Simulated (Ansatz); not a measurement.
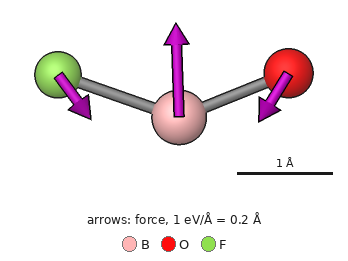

Starting geometry of BOF with the computed forces as purple arrows. The picture is a ball-and-stick view, seen face on.

It is one of the separated products of a reaction.

Theory: RKS PBE0-D4/def2-TZVP (Ansatz 0.2.0). (force threshold 0.005 eV/Å; at most 200 steps)

### Is this structure relaxed? If not, where do the atoms go?

It isn't relaxed: the largest force vector, on the B atom, is 5.03 eV/Å. The atoms end up moving mostly along the starting forces (cosine between the two patterns 0.89). The energy falls by 92.3 kJ/mol in 4 geometry steps. Largest force component: 3.2 eV/Å at the start, 0.0043 eV/Å at the end. The largest move after the best rigid fit is that of the B atom, 0.30 Å. Largest moves by element: B 0.30 Å, O 0.16 Å, F 0.15 Å. Near-neighbour distances that change, for instance: B–F 1.353 → 1.282 Å, B–O 1.244 → 1.206 Å. Bond angles that change, for instance: O–B–F 138.7° → 180.0°.
